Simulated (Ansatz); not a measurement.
**H2S2: atomisation energy**

How much energy holds H2S2 together? A script is to give an atomisation energy; the system is H2S2. SMILES: SS.

All numbers are computed with the Python package of Ansatz 0.2.0. Level of theory: PBE0+D4/def2-TZVPP.

## 1. The structure

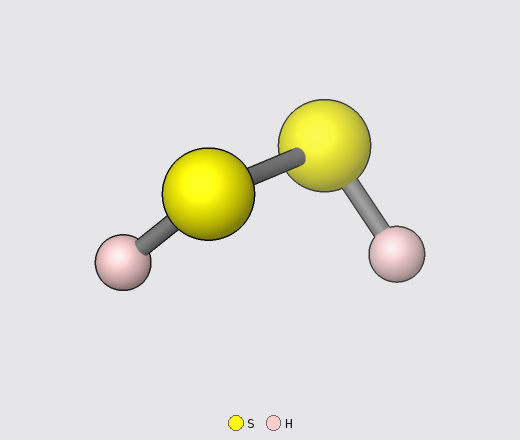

The structure that the script starts from, seen from a chosen angle (sulfur yellow, hydrogen pink).

The script holds or builds the structure itself.

## 2. The script

The input, tae_h2s2.py:

```python
'''Energy to split H2S2 into its atoms.'''

from collections import Counter

import ansatz as az


def single_point(molecule, charge=0, unpaired=0):
    calc = (
        molecule.calculation()
        .basis(gaussian='def2-TZVPP')
        .functional('PBE0', dispersion='d4')
    )
    if charge:
        calc = calc.charge(charge)
    if unpaired:
        calc = calc.spin('collinear', total=unpaired)
    return calc.run(threads=1).report['free_energy_ev']

GEOMETRY = '''
S     0.84860   -0.83130    0.18490
S     0.07260    1.12420    0.02750
H    -0.24320   -1.35710    0.83120
H    -0.62250    1.00390   -1.06390
'''


def main() -> None:
    system = az.Crystal.molecule()
    for line in GEOMETRY.strip().splitlines():
        symbol, *xyz = line.split()
        system = system.atom(symbol, [float(v) for v in xyz])

    # Hund ground states
    unpaired = {'S': 2, 'H': 1}
    counts = Counter(site.symbol for site in system.cartesian_sites)
    atom_energy = {s: single_point(az.Crystal.molecule().atom(s, (0, 0, 0)), 0, unpaired[s]) for s in counts}
    whole = single_point(system, 0, 0)
    for s, e in atom_energy.items():
        print(f'{s:2s} x{counts[s]}  {e:14.5f} eV')
    print(f'H2S2: {whole:.5f} eV')
    split = sum(counts[s] * e for s, e in atom_energy.items()) - whole
    print(f'atomisation energy (no zero-point term): {23.060548 * split:.1f} kcal/mol, {split / sum(counts.values()):.3f} eV an atom')


if __name__ == '__main__':
    main()
```

## 3. The input behind the calls

The engine receives this input (first run):

```yaml
crystal:
  periodic: [false, false, false]
  atoms:
    - { symbol: S, position_ang: [0.0, 0.0, 0.0] }
basis:
  gaussian:
    orbitals: def2-TZVPP
hamiltonian:
  xc: pbe0
  dispersion: d4
magnetization:
  spin_polarized: true
  initial_magnetization: 2.0
```

## 4. The run

The run is started by

```
$ python tae_h2s2.py
```

Standard output:

```text
S  x2    -10829.41727 eV
H  x2       -13.63389 eV
H2S2: -21696.50186 eV
atomisation energy (no zero-point term): 239.8 kcal/mol, 2.600 eV an atom
```

Run time: 2.2 s. Hardware: 1 thread of Arm Neoverse V2, shared host; peak memory 0.23 GiB.

## 5. Inputs of later runs

The engine's inputs for the other runs:

Run 2, against run 1:

```diff
@@ -4 +4 @@
-    - { symbol: S, position_ang: [0.0, 0.0, 0.0] }
+    - { symbol: H, position_ang: [0.0, 0.0, 0.0] }
@@ -13 +13 @@
-  initial_magnetization: 2.0
+  initial_magnetization: 1.0
```

Run 3, against run 1:

```diff
@@ -4 +4,4 @@
-    - { symbol: S, position_ang: [0.0, 0.0, 0.0] }
+    - { symbol: S, position_ang: [0.8486, -0.8313, 0.1849] }
+    - { symbol: S, position_ang: [0.0726, 1.1242, 0.0275] }
+    - { symbol: H, position_ang: [-0.2432, -1.3571, 0.8312] }
+    - { symbol: H, position_ang: [-0.6225, 1.0039, -1.0639] }
@@ -11,3 +13,0 @@
-magnetization:
-  spin_polarized: true
-  initial_magnetization: 2.0
```

## 6. The runs side by side

The 3 runs, in the order started:

| run | system | unpaired or total moment | energy (eV) | <S²> | SCF cycles | CPU time (s) |
| --- | --- | --- | --- | --- | --- | --- |
| 1 | S | 2 | -10829.4173 | 2.00 | 13 | 0.31 |
| 2 | H | 1 | -13.6339 | 0.75 | 8 | 0.04 |
| 3 | H2S2 | not set | -21696.5019 | 0.00 | 14 | 1.4 |

Totals carry meaning only in balanced differences at one level of theory.

## 7. Outcome

| quantity | value |
| --- | --- |
| atomisation energy, no zero point | 239.8 kcal/mol |
| runs compared | 3 |

**Reading.** Zero-point motion and spin-orbit terms of the atoms are left out, and both would lower it. 239.8 kcal/mol from the electronic energies, without the zero-point term. Total energies depend on the basis set; only differences at equal settings carry meaning. The geometry is a force-field or estimated start, not a minimum of this method, and the basis set is short of its limit. All parts are taken at fixed geometry, without zero-point energy.
